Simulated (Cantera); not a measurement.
Input: 1 mol Mg(OH)2, 0.21 mol CO2, 1 mol H2O, held at 3.80 bar.

These are equilibrium values from Cantera (NASA tables, ideal gas, pure condensed phases), not measurements of a reactor. Candidate condensed phases: C, C6H6, C7H8, C8H18, H2O, Mg, MgCO3, MgO, Mg(OH)2; 116 gas species. Rates play no part.

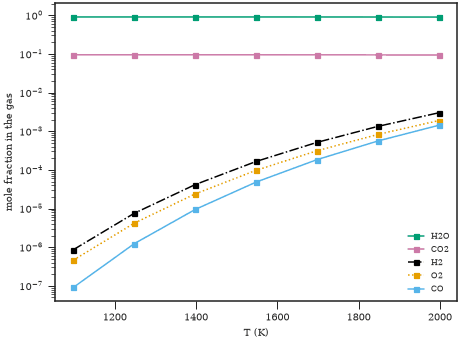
Figure: Equilibrium gas composition (values under 1e-9 drawn at 1e-9)

Question: Read off the mole fractions at 1248 K.

Answer: H2O about 0.90, CO2 about 0.095, H2 about 7.5e-6, O2 about 4.2e-6, CO about 1.2e-6.
